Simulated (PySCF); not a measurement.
NMR shielding calculation of C6H6O3S

- system: C6H6O3S
- method: GIAO PBE0/pcSseg-1 NMR shielding, non-relativistic, gas phase (PySCF 2.14.0)

The geometry comes from this level: GFN2-xTB. Figures and captions count atoms from 1; the log counts them from 0 in places.

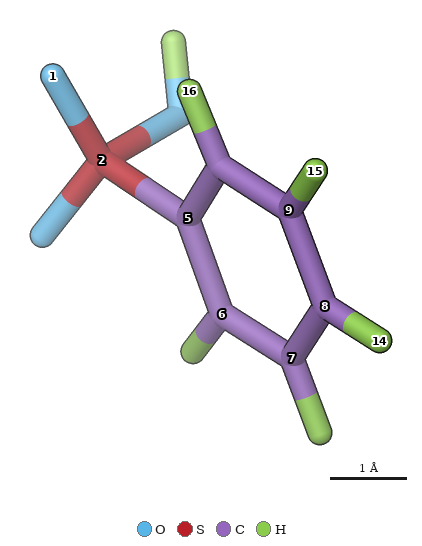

*The structure (stick view, seen at a tilt; atoms are numbered from 1 in the order of the input).*

### Summary

```tsv
quantity	value
outcome	converged
total energy	−855.333151 hartree
HOMO	−8.14 eV
LUMO	−1.38 eV
dipole moment	4.37 D
isotropic shielding, O	112.1 to 123.0 ppm
isotropic shielding, S	194.6 ppm
isotropic shielding, C	40.9 to 55.9 ppm
isotropic shielding, H	23.5 to 27.0 ppm
hardware	1 CPU thread, shared host
wall time	33 s
peak memory	0.97 GiB
```

### Input file
```
{"job": {"kind": "nmr", "xc": "PBE0", "basis": "pcSseg-1"}, "charge": 0, "multiplicity": 1}
O      2.770306    -0.619398     1.056985
S      2.158714     0.306974     0.151097
O      2.526691     1.682677     0.203476
O      2.465486    -0.247763    -1.343570
C      0.392262     0.145386     0.171520
C     -0.365814     1.160292    -0.371484
C     -1.744029     1.020298    -0.402535
C     -2.332176    -0.125047     0.113115
C     -1.553919    -1.132025     0.663895
C     -0.174271    -0.999167     0.690120
H      3.031150    -1.019210    -1.285900
H      0.135005     2.036542    -0.749370
H     -2.357453     1.801210    -0.824812
H     -3.406418    -0.232077     0.088480
H     -2.020973    -2.016019     1.070824
H      0.467840    -1.753729     1.115795
```

The first line tells a small driver script what to run in PySCF; the rest is the geometry in Å.

### What the program printed
```
coarse grid: 15120 points
cycle   1  E = -854.9712413213  dE =  2.680e+00  |g| = 1.229e+00  |ddm| = 4.305e+00
cycle   2  E = -854.4337628711  dE =  5.375e-01  |g| = 2.132e+00  |ddm| = 3.149e+00
cycle   3  E = -855.2251397177  dE = -7.914e-01  |g| = 2.767e-01  |ddm| = 2.313e+00
cycle   4  E = -855.2401613333  dE = -1.502e-02  |g| = 9.501e-02  |ddm| = 3.432e-01
cycle   5  E = -855.2418943496  dE = -1.733e-03  |g| = 2.568e-02  |ddm| = 8.648e-02
cycle   6  E = -855.2420492912  dE = -1.549e-04  |g| = 6.601e-03  |ddm| = 3.067e-02
cycle   7  E = -855.2420582909  dE = -9.000e-06  |g| = 2.527e-03  |ddm| = 7.869e-03
final grid: 144856 points
cycle   8  E = -855.3331231029  dE = -2.773e-05  |g| = 1.150e-02  |ddm| = 4.562e-02
cycle   9  E = -855.3330945063  dE =  2.860e-05  |g| = 1.669e-02  |ddm| = 2.982e-02
cycle  10  E = -855.3331495428  dE = -5.504e-05  |g| = 2.590e-03  |ddm| = 1.829e-02
cycle  11  E = -855.3331508006  dE = -1.258e-06  |g| = 4.093e-04  |ddm| = 2.551e-03
cycle  12  E = -855.3331508296  dE = -2.906e-08  |g| = 1.706e-04  |ddm| = 5.012e-04
cycle  13  E = -855.3331508356  dE = -5.976e-09  |g| = 4.221e-05  |ddm| = 1.744e-04
cycle  14  E = -855.3331508359  dE = -3.083e-10  |g| = 1.830e-05  |ddm| = 4.845e-05
```

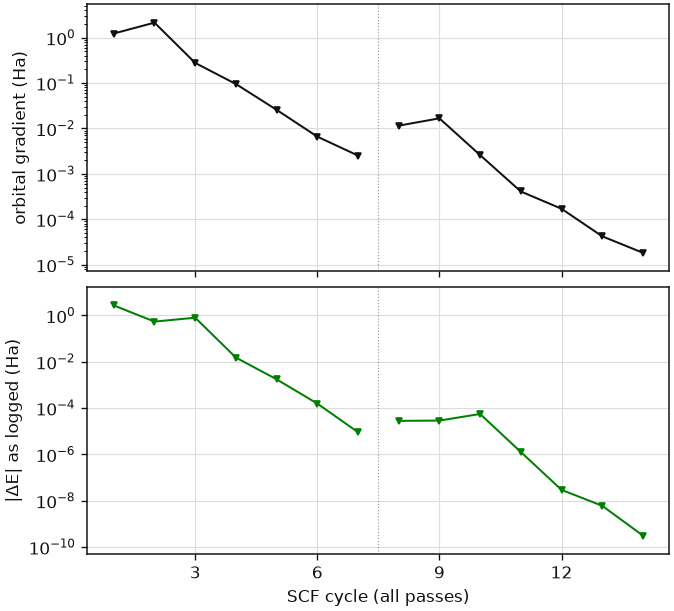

*Convergence of the self-consistent field: orbital gradient and size of the energy change against the SCF cycle. The dotted line marks the change from a coarse to the final integration grid.*

The first 7 cycles use a coarse grid, the final grid takes over at cycle 8, and the field converges after 14 cycles in all.

```
converged SCF energy = -855.3331508359

GIAO shielding tensors (ppm)
atom      isotropic    diamagn.    paramagn.     s11        s22        s33       span
  0 O      122.978     401.200    -278.222     70.791    141.073    157.071     86.280
  1 S      194.580    1049.426    -854.845     38.705    157.813    387.223    348.519
  2 O      112.138     399.571    -287.433     73.980    111.647    150.787     76.807
  3 O      113.917     393.289    -279.372     25.957     45.222    270.571    244.613
  4 C       40.930     272.606    -231.677    -40.151     30.651    132.289    172.440
  5 C       53.937     250.735    -196.798    -47.746     27.808    181.748    229.493
  6 C       52.180     254.692    -202.512    -56.239     33.348    179.433    235.672
  7 C       47.447     254.166    -206.719    -65.266     27.776    179.830    245.096
  8 C       52.493     254.806    -202.313    -55.797     34.044    179.232    235.029
  9 C       55.889     251.211    -195.322    -43.663     29.664    181.667    225.330
 10 H       26.961      29.881      -2.920     21.914     22.760     36.211     14.297
 11 H       23.474      32.722      -9.248     18.993     22.454     28.976      9.984
 12 H       23.842      30.450      -6.607     20.265     24.386     26.876      6.611
 13 H       23.803      29.914      -6.111     20.518     24.202     26.690      6.172
 14 H       23.846      30.677      -6.831     20.234     24.427     26.877      6.643
 15 H       23.524      33.559     -10.034     19.028     22.659     28.887      9.859
```

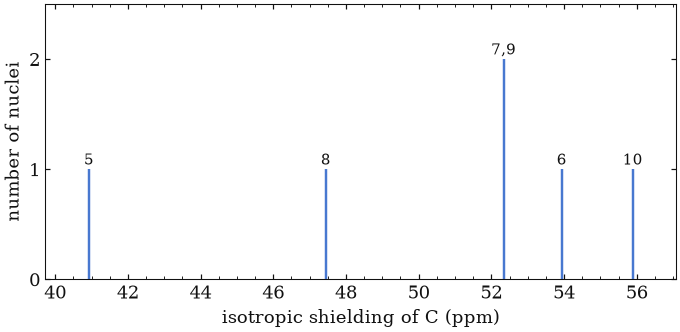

*Isotropic shieldings of the carbon nuclei in this fixed geometry, labelled by atom number; shielding grows to the right, so chemical shift grows to the left.*

The least shielded is C5 (40.9 ppm), the most shielded C10 (55.9 ppm).

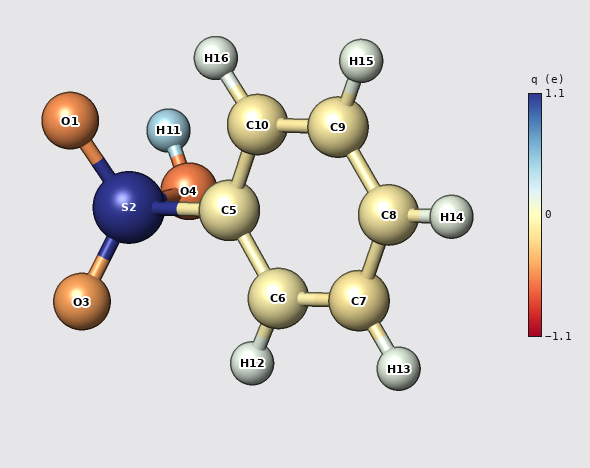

*ESP-fitted charges, as the colour of each atom (ball-and-stick view, seen at a tilt; atoms are numbered from 1 in the order of the input).*

By element: O −0.59 to −0.48, S +1.09, C −0.15 to −0.08 and H +0.14 to +0.44 e.
